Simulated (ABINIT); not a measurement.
# CdS (Greenockite): G0W0 with ABINIT, start to end, part 3 of 3

How does a plane-wave GW calculation on CdS (Greenockite) run from the first input to the gap?

ABINIT 10.8.3; PBE and many-body steps on it, plane waves. Known limits of the many-body steps: not at the basis limit; no spin-orbit coupling; coarse k mesh.

So far. Step 3 (Bands along the symmetry lines): The gap is 1.196 eV, as in the run before at this level. Step 4 (Empty states on the mesh, 3×3×2 mesh, 129 bands): On this mesh the gap is 1.196 eV.

The database entry behind the starting cell differs from later determinations by our own check (about 0.35 % long), so it need not match the best structure at ambient conditions.

## Step 5: Screening, 3×3×2 mesh, 119 bands, screening to 106.1 eV

The RPA dielectric matrix is built and inverted for each q.

This step: RPA screening on PBE, plane waves, norm-conserving pseudopotentials.

File run.abi:

```
acell 3*1.0 Angstrom
rprim 
  4.149999999997 0.000000000001 0.000000000000
  -2.074999999999 3.594005425702 0.000000000000
  0.000000000000 0.000000000000 6.737000000000
ntypat 2
znucl 48 16
natom 4
typat 1 1 2 2
xred 
  0.333333333333 0.666666666667 0.000000000000
  0.666666666667 0.333333333333 0.500000000000
  0.333333333333 0.666666666667 0.375000000000
  0.666666666667 0.333333333333 0.875000000000
pp_dirpath "pseudos"
pseudos "Cd.upf, S.upf"
ecut 47
ngkpt 3 3 2
nshiftk 1
shiftk 0 0 0
kptopt 1
chksymbreak 0
istwfk *1
occopt 1
irdwfk 1
optdriver 3
nband 119
ecuteps 3.9
inclvkb 2
awtr 1
symchi 1
indata_prefix "in"
outdata_prefix "out"
tmpdata_prefix "tmp"
```

Started as:

```console
> OMP_NUM_THREADS=1 mpirun -n 8 abinit run.abi > log
```

Numbers of over 12 decimals in the logs are rounded to 6 here.

Output:

```text
.Version 10.8.3 of ABINIT. v10.8.2 released Aug 2026.

 Symmetries : space group P6_3 m c (#186); Bravais hP (primitive hexag.)
[... echo of the input left out ...]
== DATASET  1 ==================================================================
-   mpi_nproc: 8, omp_nthreads: 1 (-1 if OMP is not activated)

--- !DatasetInfo
iteration_state: {dtset: 1, }
dimensions: {natom: 4, nkpt: 6, mband: 119, nsppol: 1, nspinor: 1, nspden: 1, mpw: 10458, }
cutoff_energies: {ecut:  47.0, pawecutdg:  -1.0, }
electrons: {nelect:   5.20000000E+01, charge:   0.00000000E+00, occopt:   1.00000000E+00, tsmear:   1.00000000E-02, }

 SCREENING: Calculation of the susceptibility and dielectric matrices

 Based on a program developped by R.W. Godby, V. Olevano, G. Onida, and L. Reining.
 Incorporated in ABINIT by V. Olevano, G.-M. Rignanese, and M. Torrent.
.Using double precision arithmetic ; gwpc =  8

[... cell and pseudopotentials left out ...]
--------------------------------------------------------------------------------

 ==== K-mesh for the wavefunctions ====
 Number of points in the irreducible wedge :     6
[... list of points left out ...]
 Together with 12 symmetry operations and time-reversal symmetry
 yields    18 points in the full Brillouin Zone.

 ==== Q-mesh for the screening function ====
 Number of points in the irreducible wedge :     6
[... list of points left out ...]
 Together with 12 symmetry operations and time-reversal symmetry
 yields    18 points in the full Brillouin Zone.

 setmesh: FFT mesh size selected  =    27x   27x   54
          total number of points  =        39366

 vcoul_init : cutoff-mode = AUXILIARY_FUNCTION
 q-points for optical limit:   1
     1)      0.000010    0.000020    0.000030

- screening: taking advantage of time-reversal symmetry
- Maximum band index for partially occupied states nbvw = 26
- Remaining bands to be divided among processors   nbcw = 93
- Number of bands treated by each node ~11

 Number of electrons calculated from density =   52.0000; Expected =   52.0000
 average of density, n =  0.076686
 r_s =    1.4602
 omega_plasma =   26.7124 [eV]

 calculating chi0 at frequencies [eV] :
  1    0.000000E+00    0.000000E+00
  2    0.000000E+00    2.671236E+01

--------------------------------------------------------------------------------
  q-point number  1        q = ( 0.000000, 0.000000, 0.000000) [r.l.u.]
--------------------------------------------------------------------------------
[... chi0 elements left out ...]
 For q-point:  0.000010 0.000020 0.000030
  dielectric constant =  13.4685
  dielectric constant without local fields =  14.2531

  Average fulfillment of the sum rule on Im[epsilon] for q-point    1 :     48.79  [%]
[... wings left out ...]
  q-point number  2        q = ( 0.333333, 0.000000, 0.000000) [r.l.u.]
--------------------------------------------------------------------------------
[... chi0 elements left out ...]
  Average fulfillment of the sum rule on Im[epsilon] for q-point    2 :     53.76  [%]

 [... 4 further q-points ...]
```

Wall time 27 s (8 MPI ranks of Arm Neoverse V1, shared host); peak memory 2.2 GiB; 3.5 min of CPU time.

This step gave:

| Quantity | Value |
| --- | --- |
| ε∞ with local fields, on this mesh, along the program's q direction | 13.47 |
| the same without local fields | 14.25 |
| plasma frequency | 26.71 eV |
| plane waves in the screening matrix | 251 |

Local fields lower ε∞ by 6 %. On a Γ-centred mesh this coarse the value itself is usually too large, while a short band sum pulls it down.

## Step 6: Self-energy, 3×3×2 mesh, 119 bands, screening to 106.1 eV

The self-energy is evaluated for the states that the input lists, and the levels follow from it, in one-shot runs by the linearised quasiparticle equation.

This step: G0W0 on PBE, plane waves, norm-conserving pseudopotentials.

Edit run.abi of step 5 so:

```diff
@@ -25,8 +25,15 @@
 irdwfk 1
-optdriver 3
+optdriver 4
 nband 119
+gwcalctyp 0
+ecutsigx 47
+symsigma 1
+nkptgw 1
+kptgw 
+  0.0000000000 0.0000000000 0.0000000000
+bdgw 
+  25 28
 ecuteps 3.9
-inclvkb 2
-awtr 1
-symchi 1
+irdscr 1
+ppmodel 1
 indata_prefix "in"
```

Output:

```text
.Version 10.8.3 of ABINIT. v10.8.2 released Aug 2026.

 Symmetries : space group P6_3 m c (#186); Bravais hP (primitive hexag.)
[... echo of the input left out ...]
== DATASET  1 ==================================================================
-   mpi_nproc: 8, omp_nthreads: 1 (-1 if OMP is not activated)

--- !DatasetInfo
iteration_state: {dtset: 1, }
dimensions: {natom: 4, nkpt: 6, mband: 119, nsppol: 1, nspinor: 1, nspden: 1, mpw: 10458, }
cutoff_energies: {ecut:  47.0, pawecutdg:  -1.0, }
electrons: {nelect:   5.20000000E+01, charge:   0.00000000E+00, occopt:   1.00000000E+00, tsmear:   1.00000000E-02, }

 SIGMA: Calculation of the GW corrections

 Based on a program developped by R.W. Godby, V. Olevano, G. Onida, and L. Reining.
 Incorporated in ABINIT by V. Olevano, G.-M. Rignanese, and M. Torrent.
.Using double precision arithmetic ; gwpc =  8

[... cell and pseudopotentials left out ...]
--------------------------------------------------------------------------------

 ==== K-mesh for the wavefunctions ====
 Number of points in the irreducible wedge :     6
[... list of points left out ...]
 Together with 12 symmetry operations and time-reversal symmetry
 yields    18 points in the full Brillouin Zone.

 ==== Q-mesh for screening function ====
 Number of points in the irreducible wedge :     6
[... list of points left out ...]
 Together with 12 symmetry operations and time-reversal symmetry
 yields    18 points in the full Brillouin Zone.

 vcoul_init : cutoff-mode = AUXILIARY_FUNCTION
 q-points for optical limit:   1
     1)      0.000010    0.000020    0.000030
 setmesh: FFT mesh size selected  =    45x   45x   80
          total number of points  =       162000

 Number of electrons calculated from density =   52.0000; Expected =   52.0000
 average of density, n =  0.076686
 r_s =    1.4602
 omega_plasma =   26.7124 [eV]

 === KS Band Gaps ===
  >>>> For spin  1
   Minimum direct gap =   1.1956 [eV], located at k-point      :   0.0000  0.0000  0.0000
   Fundamental gap    =   1.1956 [eV], Top of valence bands at :   0.0000  0.0000  0.0000
                                       Bottom of conduction at :   0.0000  0.0000  0.0000
 SIGMA fundamental parameters:
 PLASMON POLE MODEL  1
 number of plane-waves for SigmaX                10383
 number of plane-waves for SigmaC and W            251
 number of plane-waves for wavefunctions         10383
 number of bands                                   119
 number of independent spin polarizations            1
 number of spinorial components                      1
 number of k-points in IBZ                           6
 number of q-points in IBZ                           6
 number of symmetry operations                      12
 number of k-points in BZ                           18
 number of q-points in BZ                           18
 number of frequencies for dSigma/dE                 9
 frequency step for dSigma/dE [eV]                0.25
 number of omega for Sigma on real axis              0
 max omega for Sigma on real axis  [eV]           0.00
 zcut for avoiding poles [eV]                     0.10

 EPSILON^-1 parameters (SCR file):
 dimension of the eps^-1 matrix on file            251
 dimension of the eps^-1 matrix used               251
 number of plane-waves for wavefunctions         10383
 number of bands                                   119
 number of q-points in IBZ                           6
 number of frequencies                               2
 number of real frequencies                          1
 number of imag frequencies                          1

 matrix elements of self-energy operator (all in [eV])

 Perturbative Calculation

--- !SelfEnergy_ee
iteration_state: {dtset: 1, }
kpoint     : [   0.000,    0.000,    0.000, ]
spin       : 1
KS_gap     :    1.196
QP_gap     :    2.035
Delta_QP_KS:    0.840
data: !SigmaeeData |
     Band     E0 <VxcDFT>   SigX SigC(E0)      Z dSigC/dE  Sig(E)    E-E0       E
       25   4.218 -15.295 -18.267   2.533   0.780  -0.282 -15.638  -0.343   3.876
       26   4.218 -15.295 -18.267   2.533   0.780  -0.282 -15.638  -0.343   3.876
       27   5.414 -10.655  -6.560  -3.484   0.814  -0.229 -10.158   0.497   5.911
       28   7.010 -11.001  -6.530  -3.700   0.815  -0.226 -10.372   0.629   7.639

== END DATASET(S) ==============================================================
================================================================================

 -outvars: echo values of variables after computation  --------
           etotal      0.0000000000E+00
            nband         119
             nkpt           6
          spgroup         186
 [... the other variables as echoed above ...]

 Calculation completed.
```

Elapsed: 4.7 s, on 8 MPI ranks; peak memory 1.5 GiB; 37 s of CPU time.

This step gave:

* G0W0 gap on the points computed: 2.035 eV
* starting gap on the mesh: 1.196 eV
* k of the valence top: 0, 0, 0
* k of the conduction bottom: 0, 0, 0
* Z at the valence top: 0.78
* Z at the conduction bottom: 0.814
* least direct G0W0 gap on the computed points: 2.035 eV

The gap on the mesh goes from 1.20 eV to 2.03 eV, a correction of +0.84 eV.

Limits: finite bands, cutoff and mesh; no spin-orbit coupling; coarse k mesh. v1 is the top filled band, c1 the lowest empty one. Levels before and after the correction, in eV, zero at the valence-band top of each column:

|  | conduction bottom | valence top |
| --- | --- | --- |
| Kohn-Sham | 1.20 | 0.00 |
| G0W0 | 2.04 | 0.00 |

|  | level | energy (eV) |
| --- | --- | --- |
| Kohn-Sham | Γ v2-v1 | 0.000 |
| Kohn-Sham | Γ c1 | 1.196 |
| Kohn-Sham | Γ c2 | 2.792 |
| G0W0 | Γ v2-v1 | 0.000 |
| G0W0 | Γ c1 | 2.035 |
| G0W0 | Γ c2 | 3.763 |

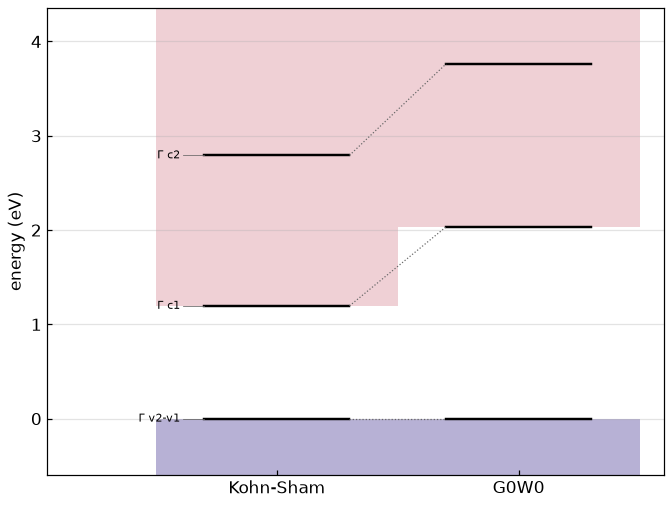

Levels before and after the correction. Shaded: valence and conduction bands.

## Step 7: Where the time went

Times are wall times on 8 MPI ranks of Arm Neoverse V1, shared host, good to a factor of about two.

| step | time | share | memory (GiB) |
| --- | --- | --- | --- |
| ground state | 59 s | 23 % | 0.96 |
| bands along the symmetry lines | 1.7 min | 40 % | 1.0 |
| empty states on the mesh | 61 s | 24 % | 0.83 |
| screening | 27 s | 11 % | 2.2 |
| self-energy | 4.7 s | 2 % | 1.5 |

## Step 8: What came out

```json
{
  "PBE gap": "1.20 eV, direct",
  "G0W0 gap on the mesh": "2.03 eV",
  "GW settings": "3×3×2 mesh, 119 bands, screening to 106.1 eV, Godby-Needs plasmon pole",
  "known limits": "not at the basis limit; no spin-orbit coupling; coarse k mesh"
}
```

**Reading.** G0W0 moves the gap on the mesh from 1.20 eV to 2.03 eV (+0.84 eV), with Z of 0.78 and 0.81 at the edges. Local fields lower the RPA ε∞ on this mesh from 14.25 to 13.47; a Γ-centred mesh this coarse tends to raise both, most where the direct gap is narrow, while a short band sum lowers them. Only 1 of the mesh's irreducible points was corrected, so a valley elsewhere could overtake. The dearest step here is «bands along the symmetry lines». Bands and cutoff are finite, so the gap is not at the basis limit. The miss can reach some tenths of an eV and take either sign; the mesh is an error of its own. In the G0W0 run levels were corrected at 1 k point alone, so a gap called «on the mesh» is the least over those, and an edge elsewhere would be missed. The 3×3×2 mesh is coarse for this cell, which bears on the long-range parts of exchange and screening. The many-body steps are scalar-relativistic: spin-orbit coupling is not in them.

[Paths, hosts, dates, memory and timing lines, banners, echoed tables and standing remarks are left out of the program output.]

[Logs are printed without paths, hosts, clocks, repeated set-up lines and the standing remarks that a program may print on its own settings, such as how far it seeks lower states.]

[Runs of the session that timed out or met a known fault of the program may be left out.]

[Hosts, paths, dates, database ids (printed as entryN), source tags and the programs' standing remarks are cut or masked in the printed files.]

[G0W0 gaps are taken among the corrected bands and points alone; a level outside them can change the order at an edge.]

[Where Ansatz stands beside ABINIT at settings called matched, ABINIT's density can come from a denser mesh and the files from another edition; pairs whose starting gaps differed by over 0.03 eV were left out, so agreement reads better than it is.]
